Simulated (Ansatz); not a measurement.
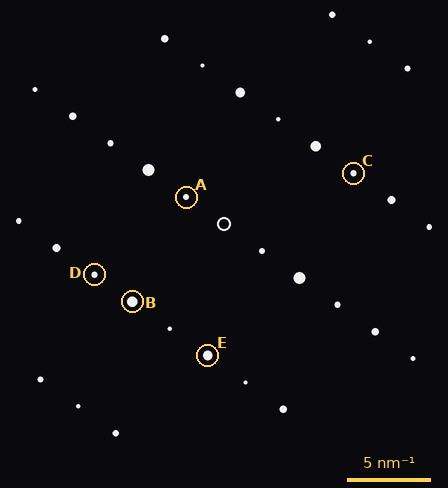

The pattern is a kinematic simulation for 100 kV electrons (no multiple scattering; isotropic B = 0.5 Å²). The zone axis points towards the electron source and the pattern is seen from the source side.

The sample is Sb, space group R-3m (No. 166), a = 4.34 Å, c = 11.63 Å (hexagonal axes). Structure: the input geometry of an electronic-structure calculation (not necessarily at equilibrium).

Spot A is indexed -1 1 1 and spot B -2 -1 2.

**Give hkl for C, D, E.**

C = −A − B = 3 0 -3 (d = 1.192 Å). D = A + B = -3 0 3 (d = 1.192 Å). E = −2A + B = 0 -3 0 (d = 1.252 Å).

**Find the zone axis.**

The cross product of A and B is parallel to [101]; every spot obeys hu + kv + lw = 0.

**What are the spacings of A and B and the angle between them?**

d(A) = 3.575 Å, d(B) = 1.380 Å, and the angle is 75.7°.
